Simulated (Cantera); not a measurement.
A closed system holds: 1 mol CsCl, 1 mol O₂, 0.26 mol H₂, equilibrated at 13.3 mbar.

Method: chemical equilibrium by Gibbs-energy minimisation in Cantera with the NASA 1993 tables (ideal gas, pure condensed phases). Candidate condensed phases: Cs, CsCl, CsOH, H₂O; 22 gas species. Equilibrium is a limit: real reactors are often held back by kinetics, nucleation or transport.

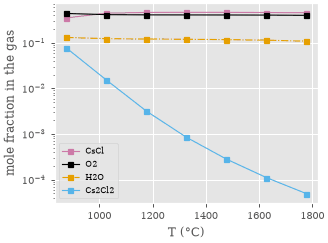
*Equilibrium gas composition (values under 1e-9 drawn at 1e-9)*

### Question
Read off the mole fractions at 1327 °C.

### Answer
CsCl about 0.47, O₂ about 0.41, H₂O about 0.12, Cs₂Cl₂ about 0.00085.
